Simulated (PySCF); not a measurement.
# What a change does: NMR shielding calculation on C₃H₅F₃O

System: C₃H₅F₃O, SMILES COCC(F)(F)F.
Method of run A: GIAO PBE0/STO-3G NMR shielding, non-relativistic, gas phase (PySCF 2.14.0).

The geometry comes from this level: PBE0-D3(BJ)/def2-SVP. Text and figures count atoms from 1; the logs count them from 0 in places.

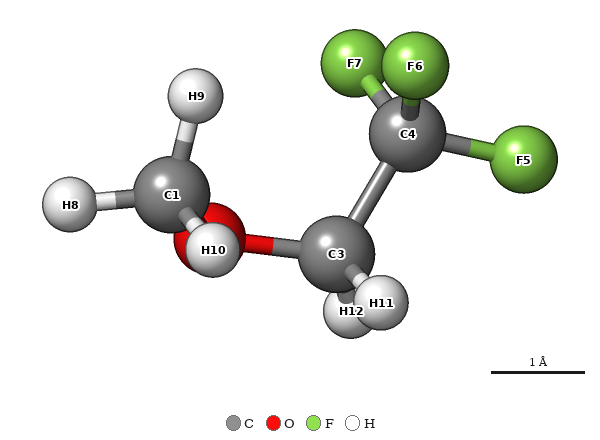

Fig. 1: The structure (ball-and-stick view, seen at a tilt; atoms are numbered from 1 in the order of the input). Bond lengths as drawn: C–C 1.52 Å, C–F 1.33 to 1.34 Å, C–H 1.10 to 1.11 Å and C–O 1.38 to 1.40 Å.

**Input, run A**
```
{"job": {"kind": "nmr", "xc": "PBE0", "basis": "STO-3G", "pop": true}, "charge": 0, "multiplicity": 1}
C      1.661789    -0.329895    -0.051694
O      0.659552     0.020483    -0.969076
C     -0.436737     0.679710    -0.445724
C     -1.407450    -0.221485     0.299727
F     -2.535092     0.448442     0.556474
F     -0.913388    -0.634972     1.475258
F     -1.717347    -1.304578    -0.406406
H      2.531292    -0.660097    -0.635599
H      1.355717    -1.149705     0.620091
H      1.961205     0.535092     0.570436
H     -0.156954     1.498816     0.246380
H     -0.997147     1.117171    -1.285280
```

The first line tells a small driver script what to run in PySCF; the rest is the geometry in Å.

Hardware: 1 CPU thread, shared host.

**Output (run A)**
```
coarse grid: 10704 points
cycle   1  E = -484.6567148925  dE =  1.261e+00  |g| = 8.216e-01  |ddm| = 4.347e+00
cycle   2  E = -484.6506378027  dE =  6.077e-03  |g| = 9.022e-01  |ddm| = 2.164e+00
cycle   3  E = -484.8714727929  dE = -2.208e-01  |g| = 4.004e-02  |ddm| = 1.139e+00
cycle   4  E = -484.8718545321  dE = -3.817e-04  |g| = 2.017e-02  |ddm| = 7.735e-02
cycle   5  E = -484.8719759964  dE = -1.215e-04  |g| = 1.466e-03  |ddm| = 2.813e-02
cycle   6  E = -484.8719766720  dE = -6.756e-07  |g| = 5.833e-04  |ddm| = 2.980e-03
final grid: 106504 points
cycle   7  E = -484.8159177868  dE = -6.341e-06  |g| = 5.090e-03  |ddm| = 1.484e-02
cycle   8  E = -484.8159181829  dE = -3.961e-07  |g| = 4.958e-03  |ddm| = 1.206e-02
cycle   9  E = -484.8159251086  dE = -6.926e-06  |g| = 1.577e-04  |ddm| = 6.082e-03
cycle  10  E = -484.8159251167  dE = -8.059e-09  |g| = 2.213e-05  |ddm| = 2.531e-04
cycle  11  E = -484.8159251169  dE = -1.831e-10  |g| = 5.741e-06  |ddm| = 4.455e-05
converged SCF energy = -484.8159251169

GIAO shielding tensors (ppm)
atom      isotropic    diamagn.    paramagn.     s11        s22        s33       span
  0 C      184.763     246.274     -61.511    158.130    165.827    230.332     72.201
  1 O      379.672     371.643       8.028    349.736    368.118    421.162     71.426
  2 C      183.614     247.588     -63.974    162.043    169.646    219.153     57.110
  3 C      139.502     254.920    -115.418    116.247    148.930    153.328     37.081
  4 F      398.125     453.143     -55.019    359.769    406.073    428.532     68.763
  5 F      399.371     455.923     -56.553    357.776    407.924    432.411     74.635
  6 F      402.541     453.911     -51.371    354.678    411.207    441.737     87.059
  7 H       30.347      28.772       1.575     25.999     26.954     38.086     12.087
  8 H       30.766      30.846      -0.080     25.985     30.515     35.798      9.814
  9 H       31.212      30.595       0.616     27.499     28.735     37.401      9.903
 10 H       31.110      31.568      -0.458     26.678     29.599     37.052     10.374
 11 H       30.254      30.073       0.180     25.000     28.767     36.993     11.994
```

For run B the input was changed thus:
```diff
-"basis": "STO-3G"
+"basis": "6-31G"
```

What does this change do to the results?

The total energy of run B is 4147.4 kcal/mol lower, which measures the change of basis and not a stability. The HOMO goes from −4.19 to −7.96 eV. The LUMO goes from 7.79 to 2.13 eV. The dipole moment goes from 1.19 to 2.22 D. Of all shieldings, the largest change is that of F6, by −132.6 ppm. The SCF takes 12 iterations against 11. The basis functions go from 40 to 73.

**Output (run B)**
```
coarse grid: 10704 points
cycle   1  E = -491.2500441404  dE =  1.233e+00  |g| = 9.648e-01  |ddm| = 3.195e+00
cycle   2  E = -491.0377560930  dE =  2.123e-01  |g| = 1.495e+00  |ddm| = 2.070e+00
cycle   3  E = -491.4399860854  dE = -4.022e-01  |g| = 5.556e-02  |ddm| = 1.241e+00
cycle   4  E = -491.4402521210  dE = -2.660e-04  |g| = 4.372e-02  |ddm| = 7.273e-02
cycle   5  E = -491.4406024347  dE = -3.503e-04  |g| = 5.492e-03  |ddm| = 3.688e-02
cycle   6  E = -491.4406090106  dE = -6.576e-06  |g| = 1.032e-03  |ddm| = 6.390e-03
final grid: 106504 points
cycle   7  E = -491.4252750875  dE = -1.350e-05  |g| = 9.527e-03  |ddm| = 1.767e-02
cycle   8  E = -491.4252585369  dE =  1.655e-05  |g| = 1.357e-02  |ddm| = 1.676e-02
cycle   9  E = -491.4252929970  dE = -3.446e-05  |g| = 7.927e-04  |ddm| = 1.019e-02
cycle  10  E = -491.4252931484  dE = -1.514e-07  |g| = 1.238e-04  |ddm| = 9.259e-04
cycle  11  E = -491.4252931505  dE = -2.183e-09  |g| = 6.703e-05  |ddm| = 1.521e-04
cycle  12  E = -491.4252931512  dE = -6.935e-10  |g| = 1.068e-05  |ddm| = 5.053e-05
converged SCF energy = -491.4252931512

GIAO shielding tensors (ppm)
atom      isotropic    diamagn.    paramagn.     s11        s22        s33       span
  0 C      142.996     244.363    -101.367    110.402    123.421    195.166     84.764
  1 O      328.557     391.824     -63.267    312.490    319.719    353.461     40.971
  2 C      131.496     243.726    -112.230    106.962    120.790    166.736     59.774
  3 C       70.261     242.699    -172.439     66.230     69.117     75.435      9.205
  4 F      274.382     472.163    -197.781    194.462    278.091    350.595    156.133
  5 F      266.736     476.350    -209.614    188.745    269.573    341.890    153.145
  6 F      277.130     474.009    -196.879    195.360    290.209    345.822    150.462
  7 H       28.650      28.597       0.053     24.441     26.277     35.232     10.791
  8 H       28.695      28.108       0.587     23.970     28.193     33.921      9.951
  9 H       29.650      28.346       1.304     26.469     27.222     35.258      8.788
 10 H       29.493      28.190       1.302     25.646     29.889     32.943      7.298
 11 H       28.598      28.277       0.321     23.992     28.608     33.193      9.201
```

**The two runs side by side**

```csv
quantity,run A,run B
outcome,converged,converged
total energy (hartree),−484.815925,−491.425293
HOMO (eV),−4.19,−7.96
LUMO (eV),7.79,2.13
dipole moment (D),1.19,2.22
shielding of C1 (ppm),184.8,143.0
shielding of O2 (ppm),379.7,328.6
shielding of C3 (ppm),183.6,131.5
shielding of C4 (ppm),139.5,70.3
shielding of F5 (ppm),398.1,274.4
shielding of F6 (ppm),399.4,266.7
shielding of F7 (ppm),402.5,277.1
SCF iterations,11,12
basis functions,40,73
wall time (shared host),4.9 s,9.4 s
```
